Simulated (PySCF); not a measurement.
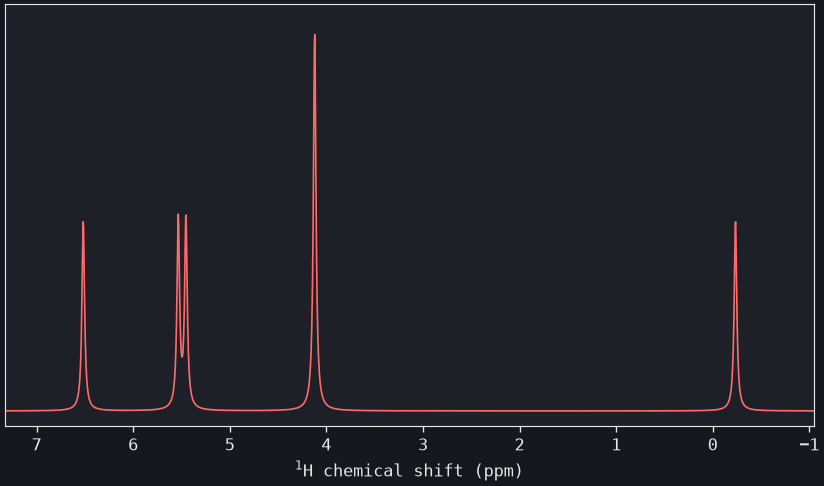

GIAO shifts, PBE0/aug-cc-pVDZ with PySCF 2.14.0, at a PBE0-D3(BJ)/def2-SVP geometry (no frequency check), against TMS for ¹H computed at the same level. Gas phase, fully decoupled, line heights follow the number of nuclei, widths are arbitrary (no quadrupolar broadening); values of one conformer, averaged over nuclei that symmetry or rotation about single bonds exchange, these motions taken as fast; other conformers aren't averaged in. Protons on N, O or S are those of the isolated molecule, without hydrogen bonds to neighbours or exchange.

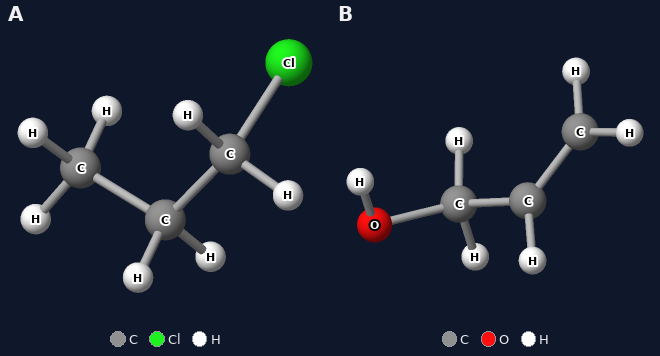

> Which structure fits the spectrum? The candidates are drawn in the second picture.

Structure B, C₃H₆O, SMILES C=CCO. Its ¹H signals: 6.52 (1 H), 5.53 (1 H), 5.45 (1 H), 4.12 (2 H), −0.24 (1 H) ppm.
